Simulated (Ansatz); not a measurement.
## Electronic structure of ClH₃OSn···H₂O in real space

Input file:

```
crystal:
  periodic: [false, false, false]
  atoms:
    - { symbol: Sn, position_ang: [-0.129231, -0.143266, -0.106338] }
    - { symbol: H, position_ang: [-0.246025, 0.128874, 1.600679] }
    - { symbol: H, position_ang: [1.386598, -0.093026, -0.867823] }
    - { symbol: Cl, position_ang: [-1.609298, 1.360384, -1.142199] }
    - { symbol: O, position_ang: [-0.784122, -1.971696, -0.492477] }
    - { symbol: H, position_ang: [-1.680777, -2.123849, -0.17093] }
    - { symbol: O, position_ang: [1.267488, 2.203448, 1.477285] }
    - { symbol: H, position_ang: [2.175213, 2.041461, 1.762311] }
    - { symbol: H, position_ang: [0.730654, 1.645969, 2.083994] }
basis:
  gaussian: { orbitals: def2-SVP }
hamiltonian:
  xc: pbe0
relax:
  f_tol: 0.03
  max_steps: 50
output:
  orbitals: {}
```

Run with:

```sh
ansatz run input.yaml --threads 2 --pin off --max-ram 3072MiB --backend cpu --events-out ev --progress --plain --runs-dir out
```

The fields are those of the run's last geometry, not of the input's.

Core potentials replace the inner electrons of Sn.

The calculation used RKS PBE0/def2-SVP (Ansatz).

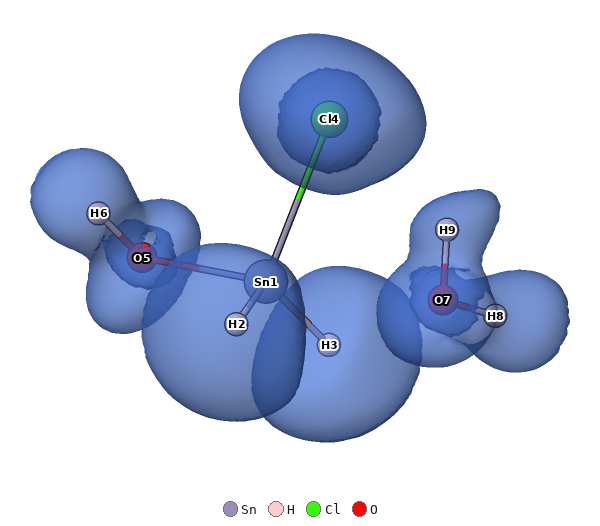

Figure 1. Isosurface of the ELF at 0.75 (blue), seen at a tilt. Core shells and regions of very low density are left out.

> Identify the bonds, lone pairs and shells in this picture.

The surface consists of two regions around hydrogen nuclei, one region wrapped around Cl (its valence shell) and two joined regions spread over several atoms (H, O), in which their bonds and any lone pairs are merged. Along the contacts the grid gives the following. Sn1···O7 (2.71 Å): the ELF dips to about 0.10 between them. Sn–O (1.99 Å): the ELF peaks at about 0.85 in the valence shell of O, 0.6 Å from its nucleus, and drops to about 0.15 between the two atoms.

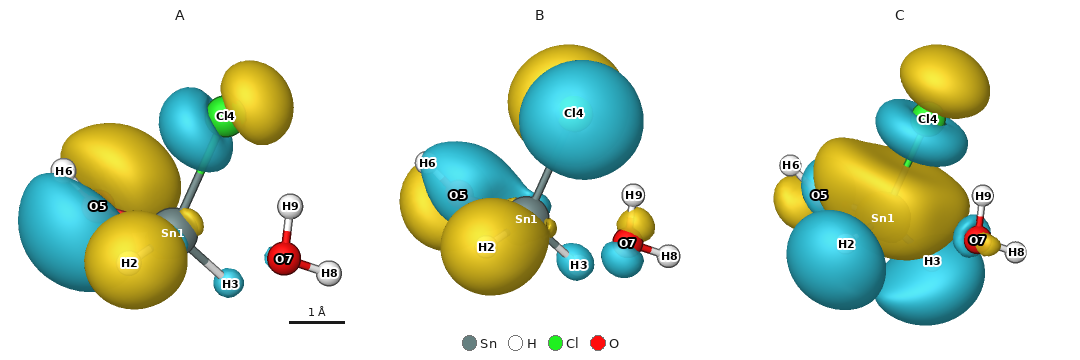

Figure 2. Three frontier orbitals at ±0.08 Å⁻³ᐟ² (yellow and cyan are the two phases), in no order.

> Order the three orbitals by energy and name them.

B is the HOMO−1 (−8.46 eV). It lies mainly on Cl4 (about 50 %), O5 (about 25 %), Sn1 (about 10 %) and H2 (about 5 %); largely a combination of lone pairs on Cl4 and O5. A is the HOMO (−8.06 eV). It lies mainly on O5 (about 75 %), Sn1 (about 10 %) and Cl4 (about 10 %); largely a lone pair of O5. C is the LUMO (−0.51 eV). By Hirshfeld shares it lies mainly on Sn1 (about 45 %), Cl4 (about 25 %), H2 (about 10 %), H3 (about 10 %) and O5 (about 5 %).

> What is the HOMO–LUMO gap?

7.55 eV between the orbital energies.

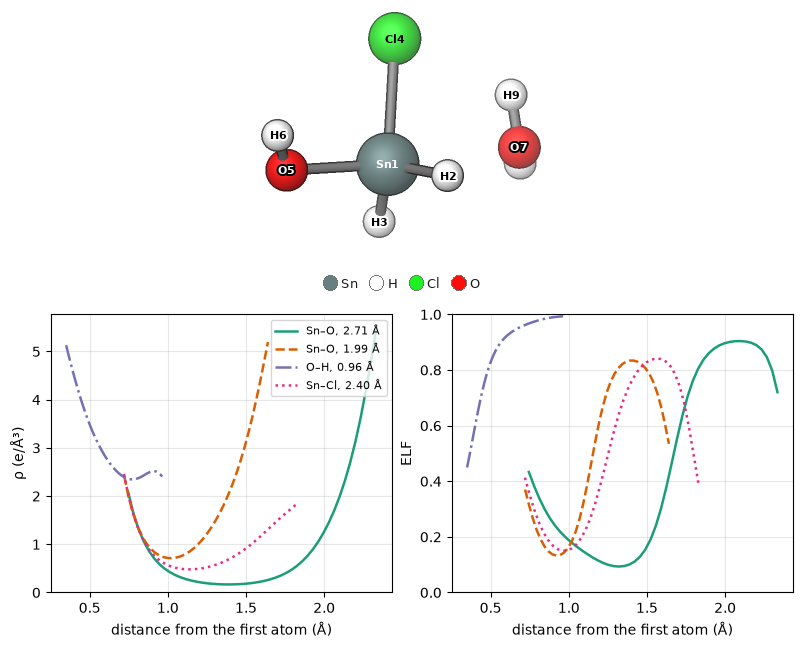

Figure 3. Electron density and electron localisation function along straight lines between neighbouring atoms. The curves leave out the atomic cores. The structure is drawn too.

> Compare the contacts.

Sn1···O7 (2.71 Å): the density falls to about 0.17 e/Å³ on the way; the ELF dips to about 0.10 between them.
Sn–O (1.99 Å): ρ at the midpoint is about 0.72 e/Å³; the ELF peaks at about 0.85 in the valence shell of O, 0.6 Å from its nucleus, and drops to about 0.15 between the two atoms.
O–H (0.96 Å): the density is about 3.6 e/Å³ at the midpoint; the ELF climbs to about 1 towards the hydrogen, as it does in any bond to H; a covalent bond by its length.
Sn–Cl (2.40 Å): the density is about 0.49 e/Å³ at the midpoint; the ELF peaks at about 0.85 in the valence shell of Cl, 0.8 Å from its nucleus, and drops to about 0.15 between the two atoms.
